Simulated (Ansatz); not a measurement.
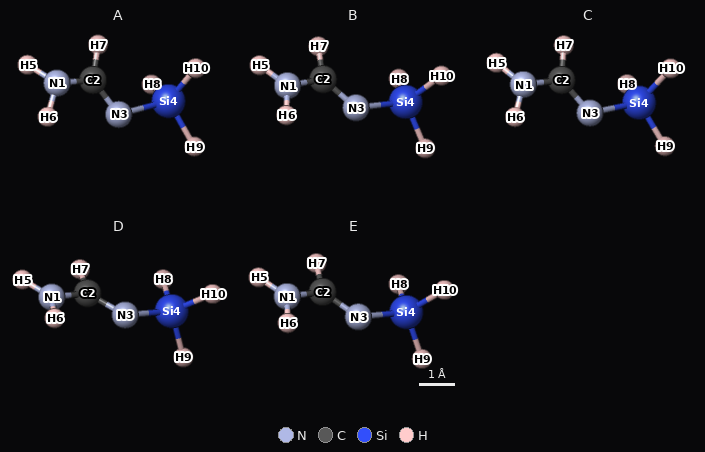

5 geometries from one relaxation of CH6N2Si (coarse preliminary run), in shuffled order. A ball-and-stick model, seen at a tilt.

The start comes from a force field.

The calculation used RKS PBE-D4/def2-SVP in Ansatz 0.2.0. Set-up: force threshold 0.03 eV/Å; at most 200 steps.

Order the frames from highest to lowest energy.

A, C, B, E, D. They are steps 0, 2, 4, 6, 11, at +13.4 kcal/mol, +2.53 kcal/mol, +1.24 kcal/mol, +0.39 kcal/mol relative to the last. The energy falls by 13.4 kcal/mol in 10 accepted moves (11 points after the start). The largest force component goes from 4 to 0.011 eV/Å. The line search rejected the trial step at point 7 of the run. The atom that moves furthest after the best rigid fit is H7 (0.90 Å). By element the largest moves are H 0.90 Å, N 0.40 Å, C 0.25 Å, Si 0.12 Å. Near-neighbour distances that change, for instance: Si4–H10 1.415 → 1.506 Å, N1–C2 1.293 → 1.362 Å, N3–Si4 1.800 → 1.740 Å, N1–H6 1.063 → 1.021 Å. Bond angles that change, for instance: C2–N3–Si4 112.9° → 124.7°, H5–N1–H6 108.7° → 119.6°, N3–Si4–H8 105.9° → 112.8°. Groups turn about N3–Si4 by about 60°. Cost: 9 s on 2 threads of Intel Xeon 6975P-C, with other jobs on the host.
